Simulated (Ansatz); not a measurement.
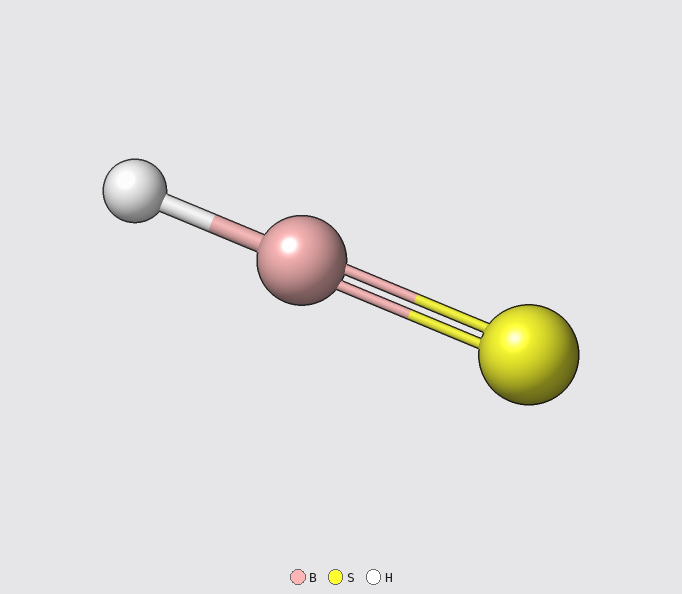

Ball-and-stick drawing of a structure. Multiple sticks mark multiple bonds (one Kekulé form).

Computed geometry: PBE0-D4/def2-TZVP optimisation.

Question: Count the atoms of each element.

Answer: BHS, 3 atoms: 1 boron, 1 hydrogen and 1 sulfur.

Question: How many bonds of each kind are drawn?

Answer: 1 B–S, 1 B–H.

Question: Give a SMILES string for it.

Answer: B=S

Question: Name some functional groups or characteristic bonds that it holds.

Answer: Among them: B–H bond.

The parts below concern this one geometry. Atoms keep their numbers from picture to picture.

### Geometry

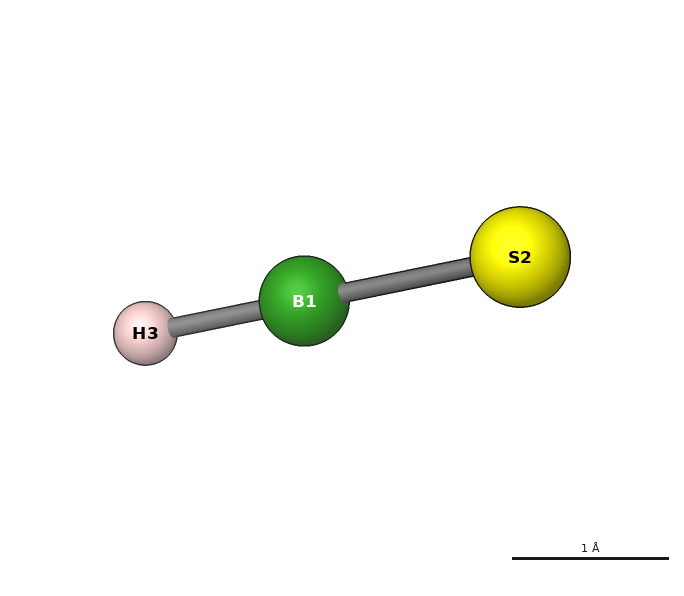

Atoms carry their numbers in the input.

List the bonds and their lengths.

| bond | length (Å) | order |
| --- | --- | --- |
| B1–S2 | 1.598 | double |
| B1–H3 | 1.175 | single |

### Dipole moment

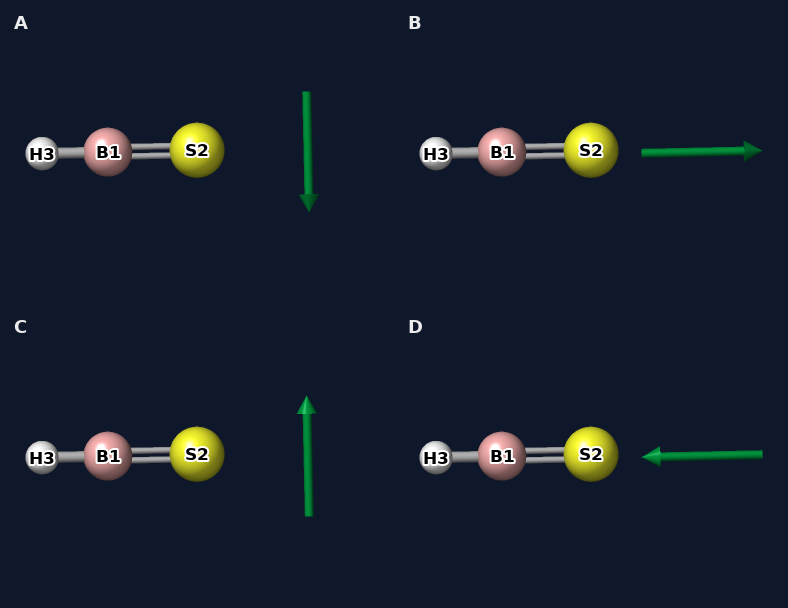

The same molecule four times, each with an arrow. Properties computed with RKS PBE-D4/def2-TZVPP (Ansatz 0.2.0).

Question: Which arrow points along the dipole moment, from the negative to the positive end?

Answer: D. The dipole moment is 1.20 D; it points from the side of S2 to the side of H3 (the outermost atoms at the two ends).

### Levels of theory compared

Program: Ansatz 0.2.0.

At this fixed geometry, give HOMO–LUMO gap (eV) at these levels: B3LYP-D4/def2-TZVPP; BHLYP-D4/def2-TZVPP; BLYP-D4/def2-TZVPP; PBE-D4/def2-TZVPP; PBE0-D4/def2-QZVPP; SPW92 (LDA)/def2-TZVPP; r2SCAN0-D4/def2-TZVPP; revPBE-D4/def2-TZVPP; ωB97M-V/def2-SVP; ωB97X-V/def2-TZVPP.

```json
{"level": "B3LYP-D4/def2-TZVPP", "HOMO–LUMO gap (eV)": "6.87"}
{"level": "BHLYP-D4/def2-TZVPP", "HOMO–LUMO gap (eV)": "9.26"}
{"level": "BLYP-D4/def2-TZVPP", "HOMO–LUMO gap (eV)": "5.24"}
{"level": "PBE-D4/def2-TZVPP", "HOMO–LUMO gap (eV)": "5.30"}
{"level": "PBE0-D4/def2-QZVPP", "HOMO–LUMO gap (eV)": "7.30"}
{"level": "SPW92 (LDA)/def2-TZVPP", "HOMO–LUMO gap (eV)": "5.25"}
{"level": "r2SCAN0-D4/def2-TZVPP", "HOMO–LUMO gap (eV)": "7.67"}
{"level": "revPBE-D4/def2-TZVPP", "HOMO–LUMO gap (eV)": "5.32"}
{"level": "ωB97M-V/def2-SVP", "HOMO–LUMO gap (eV)": "11.80"}
{"level": "ωB97X-V/def2-TZVPP", "HOMO–LUMO gap (eV)": "11.82"}
```

### Thermal motion

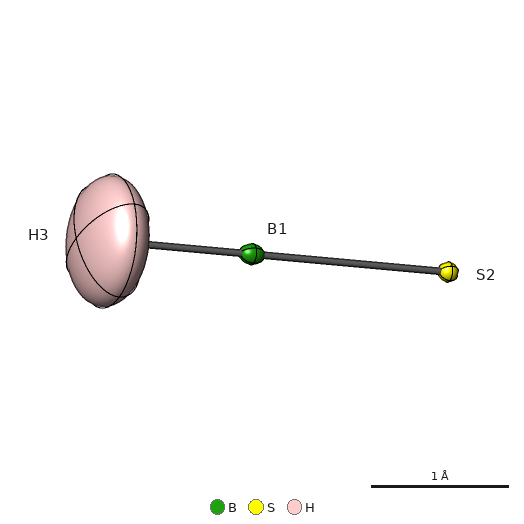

Displacement ellipsoids at the 50 % level, enlarged 2 times, from the internal vibrations of the free molecule (harmonic, no overall translation or rotation; no half-axis is drawn under 0.075 Å). Vibrations computed with RKS PBE0-D4/def2-TZVP (Ansatz 0.2.0). Temperature: 600 K.

Question: Which atom moves most?

Answer: H3, with U_eq = 0.0189 Å².

Question: Does H3 move more along its bond or across it?

Answer: Across it: the root-mean-square amplitude is 0.082 Å along the bond and up to 0.158 Å across, since bending and torsion are softer than stretching.

List U_eq and the three principal root-mean-square amplitudes for each kind of atom.

```tsv
atom	U_eq (Å²)	rms amplitudes (Å)
B1	0.00076	0.026, 0.026, 0.031
S2	0.00005	0.004, 0.004, 0.011
H3	0.0189	0.082, 0.158, 0.158
```
